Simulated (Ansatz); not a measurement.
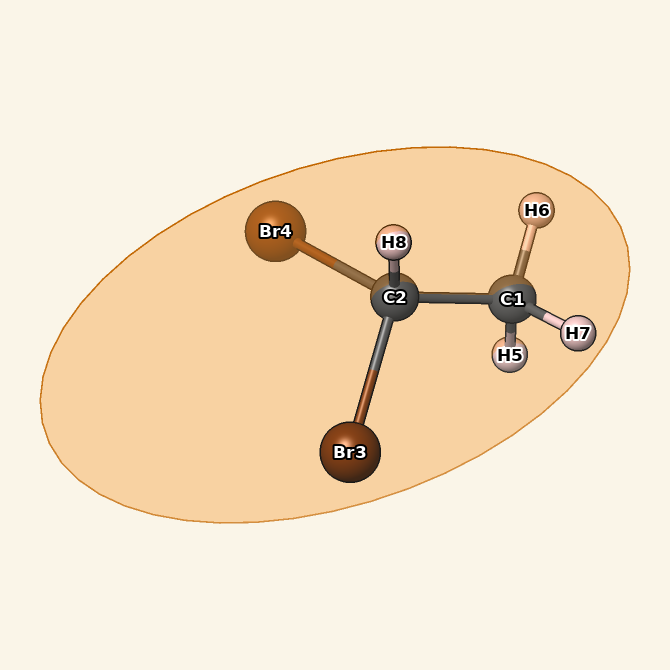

A disc through the centre of mass is drawn in. Depth is shown by fading: the farther an atom, the more it takes the colour of the background. The computed structure is the end point of a PBE0-D4/def2-TZVP optimisation.

Is the plane of the disc a mirror plane of the structure?

Yes. The reflection leaves C1, C2, H5, H8 in place and moves Br3 ↔ Br4; H6 ↔ H7. The point group is Cs.
